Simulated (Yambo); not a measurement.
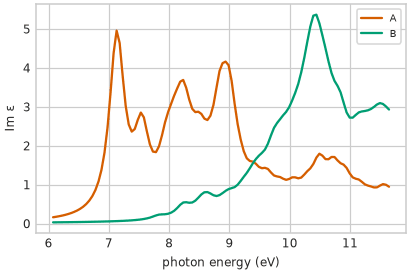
Two computed absorption spectra of RbCl (space group P4/mmm, No. 123) under biaxial strain of +2 % along x and y, z relaxed (Yambo, PBEsol bands with the same scissor, field along x)

Axes are Cartesian, with cell vectors (Å) (3.96, 0.00, 0.00), (0.00, 3.96, 0.00), (0.00, 0.00, 3.86).

Which curve includes the electron-hole attraction (BSE)?

Curve A: the attraction moves weight to lower energy (centre of the plotted range 8.7 eV against 10.3 eV). Settings: 8×8×8 mesh, 3 valence and 3 conduction bands, static screening with 30 bands and a 4 Ry block, scissor 2.91 eV, Tamm-Dancoff. The scissor comes from a G0W0 run whose convergence isn't established. Broadening 0.15 eV. The band window holds all transitions up to 11.7 eV. On this mesh the peak heights and the fine structure are mesh artefacts; only the shift of weight is robust.

This is not the ordinary phase of the substance.
